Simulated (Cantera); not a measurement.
A closed system holds: 1 mol PbO, 0.038 mol CO, 0.59 mol N2, equilibrated at 1.00 bar.

Method: chemical equilibrium by Gibbs-energy minimisation in Cantera with the NASA 1993 tables (ideal gas, pure condensed phases). Candidate condensed phases: C, Pb, PbO, PbO2, Pb3O4; 27 gas species. Each liquid is taken as pure. Mutual solubility and eutectic melting of coexisting phases are not modelled. Gases not in the tables: (PbO)n polymers. Kinetics and transport are ignored.

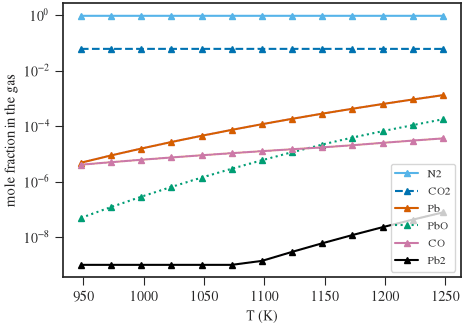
*Equilibrium gas composition (values under 1e-9 drawn at 1e-9)*

From 948 K to 1148 K the condensed part is Pb(l) + PbO(yellow). From 1173 K to 1248 K the condensed part is Pb(l) + PbO(l).
